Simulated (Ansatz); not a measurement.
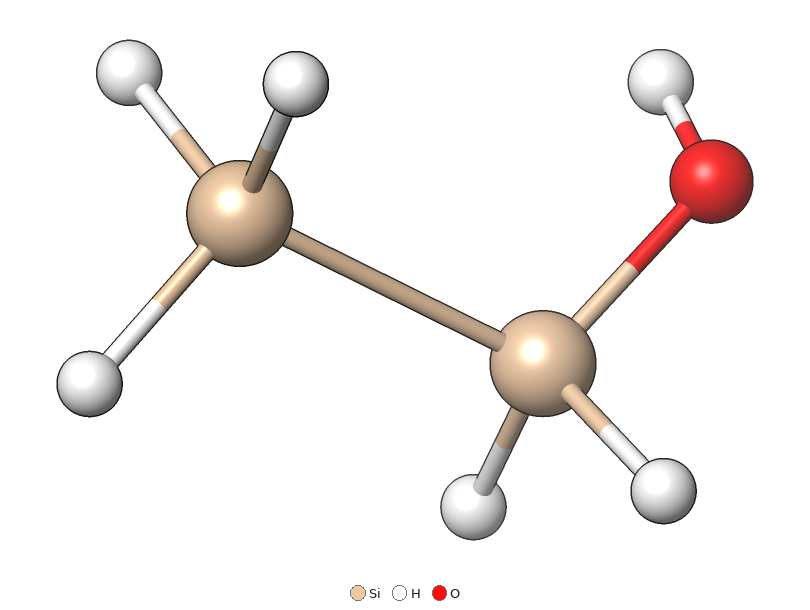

A ball-and-stick model of a molecule. Every bond is drawn as one stick, whatever its order.

The geometry was computed by an optimisation with PBE0-D4/def2-TZVP.

> Which formula does it have?

H6OSi2, 9 atoms: 6 hydrogen, 1 oxygen and 2 silicon.

> How many atoms are distinct by symmetry?

9: 1 Si, 1 Si, 1 H, 1 H, 1 O, 1 H, 1 H, 1 H, 1 H.

The parts below concern this one geometry. Atoms keep their numbers from picture to picture.

Electronic properties

Properties computed with RKS PBE0-D4/def2-TZVPP (Ansatz 0.2.0).

> Estimate the dispersion correction.

−13.0 kJ/mol.

> Estimate the HOMO energy (Kohn–Sham orbital).

−7.86 eV.

> Estimate the HOMO–LUMO gap.

7.39 eV.

Thermal motion

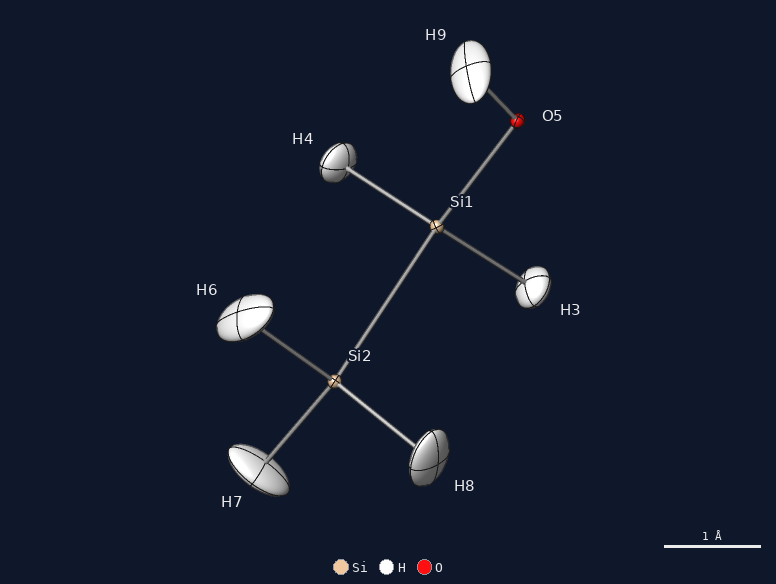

Displacement ellipsoids at the 50 % level, from the internal vibrations of the free molecule (harmonic, no overall translation or rotation; no half-axis is drawn under 0.075 Å). Vibrations computed with RKS PBE0-D4/def2-TZVP (Ansatz 0.2.0). Temperature: 0 K (zero-point motion alone).

> Which atom moves most?

H9, with U_eq = 0.0360 Å².

> Does H9 move more along its bond or across it?

Across it: the root-mean-square amplitude is 0.071 Å along the bond and up to 0.284 Å across, since bending and torsion are softer than stretching.

Give the displacement parameters, one line for each set of equivalent atoms.

```csv
atom,U_eq (Å²),rms amplitudes (Å)
Si1,0.00072,"0.023, 0.023, 0.034"
Si2,0.00051,"0.012, 0.017, 0.033"
H3,0.0186,"0.089, 0.145, 0.165"
H4,0.0189,"0.089, 0.146, 0.166"
O5,0.0017,"0.028, 0.032, 0.057"
H6,0.0324,"0.086, 0.174, 0.244"
H7,0.0337,"0.089, 0.175, 0.250"
H8,0.0314,"0.086, 0.173, 0.238"
H9,0.0360,"0.070, 0.151, 0.284"
```

Vibrations

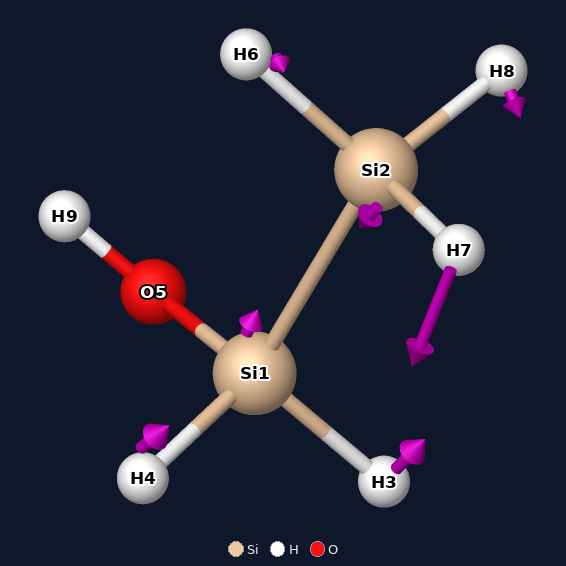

The arrows show one normal mode. Harmonic vibrations computed with RKS PBE0-D4/def2-TZVP (Ansatz 0.2.0) at a stationary point of the same level.

> At what wavenumber does it lie?

410 cm⁻¹; it is mode 5 of 21 counted from the lowest.

Charges

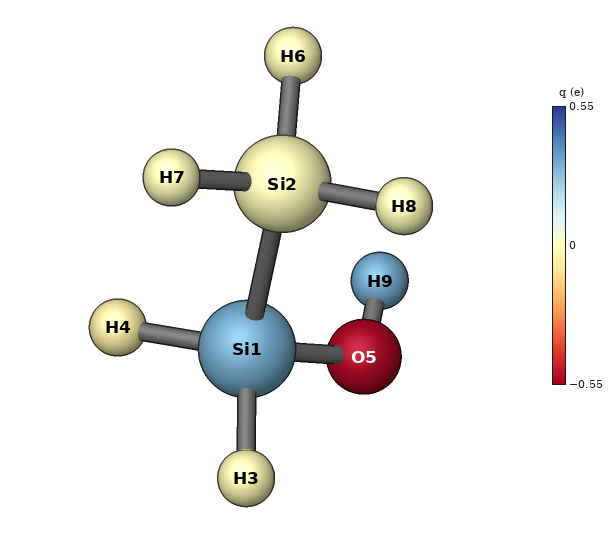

Atoms are coloured by their Mulliken charges. Level of theory: RKS PBE0-D4/def2-TZVP (Ansatz 0.2.0).

> Which atom carries the highest charge (most positive or least negative)?

Si1, H9 (0.32 e).

> And the lowest?

O5 (−0.52 e).

Give the Mulliken charges atom by atom.

```tsv
atom	value (e)
Si1	0.32
Si2	−0.02
H3	−0.02
H4	−0.04
O5	−0.52
H6	−0.02
H7	−0.01
H8	−0.01
H9	0.32
```

Mulliken values depend strongly on the basis set and can even reverse the polarity of a bond.
